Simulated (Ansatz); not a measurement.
## Amorphous Si24O48Mn

A CHGNet melt-quench gave the starting glass, which DFT then relaxed. O atoms were pushed apart under 1.9 Å during the dynamics, to hinder bonds among them. The hot cell started wider than the set density and was brought back towards it in steps. It is the lowest in DFT energy of 2 quenches. It is a model cell: composition and starting density were chosen by hand, and all elements were melted together. No dispersion term was used. Cycles of charging and discharging annealed it further.

Methods: PBE, scalar-relativistic without spin-orbit coupling (Ansatz, an electronic-structure program); r2SCAN, scalar-relativistic without spin-orbit coupling (Ansatz); HSE06, scalar-relativistic without spin-orbit coupling (Ansatz). Geometry, pressure, stress and energy are those of the PBE run. Its sampling: a 2×2×2 Γ-centred mesh; Fermi-Dirac width 0.01 eV; collinear spin, started from moments on atoms; no Hubbard U, moments started parallel, and no other order was tried (at the end a net moment of 5.0 μB). Other functionals are single points at the zone centre (r2SCAN at 500 eV; exact exchange cut at the cell's faces), free to take moments where seeds were set. In the spin-polarised cell the level spacing at the Fermi energy can part levels of unlike spin. At PBE the levels at both edges of the gap are localised (band-tail or defect states), and the nearest spread-out levels lie 5.2 eV apart at the zone centre.

```json
{
  "number_of_atoms_in_the_cell": "73",
  "Density (held, not predicted)": "2.26 g/cm³",
  "volume_per_atom": "15.07 Å^3",
  "Pressure on a 2×2×2 Γ-centred mesh": "-1.16 GPa",
  "Largest force and stress component on that mesh (the relaxation ran on the zone centre alone)": "0.07 eV/Å and 4.4 GPa",
  "Energy relative to alpha cristobalite + fcc-type Mn, layered antiferromagnet (lowest mix at this level among the phases computed, not always the ambient ones)": "0.146 eV/atom",
  "Level spacing at the Fermi energy on a 2×2×2 Γ-centred mesh (PBE)": "1.38 eV",
  "Level spacing at the Fermi energy at the zone centre (PBE)": "1.41 eV",
  "Level spacing at the Fermi energy at the zone centre (r2SCAN)": "2.29 eV",
  "Level spacing at the Fermi energy at the zone centre (HSE06)": "3.30 eV",
  "net_moment": "5.00 μB"
}
```

Cut-offs for bonds: Si-Si 2.60 Å, Si-O 1.92 Å, Si-Mn 2.75 Å, O-O 1.58 Å, O-Mn 2.46 Å, Mn-Mn 3.06 Å. Two cations that share two anions don't count as bonded, nor two that share one unless they lie closer than Si-Si 2.38 Å, Si-Mn 2.68 Å, Mn-Mn 2.97 Å.

```
Quantity                                                                                             Result
---------------------------------  ------------------------------------------------------------------------
Mean coordination of Si by anions  3.96 (1 with 3, 23 with 4); 1 close contacts or bonds to cations besides
Mean coordination of O                                                           2.04 (46 with 2, 2 with 3)
Mean coordination of Mn by anions             3.00 (1 with 3); 1 close contacts or bonds to cations besides
Mean Si-O bond                                                         1.644 Å (spread 0.025 Å, 95 counted)
Mean O-Mn bond                                                          2.165 Å (spread 0.174 Å, 3 counted)
```

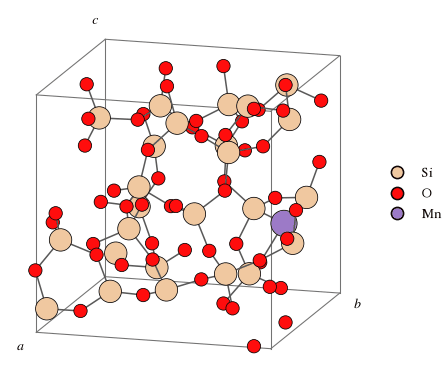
The relaxed cell

Its density started from a set value of 2.26 g/cm³. The simulated quench (nominally 480 K/ps over its main leg) is rapid and tends to freeze in more defects than a deposited or slowly cooled glass has. A cell of this size samples the disorder only roughly. The volume was held where the preparation left it, at a PBE pressure of -1.2 GPa (tension). Stress components on the final sampling reach 4.4 GPa. Cycles of charging lowered its energy after that relaxation.
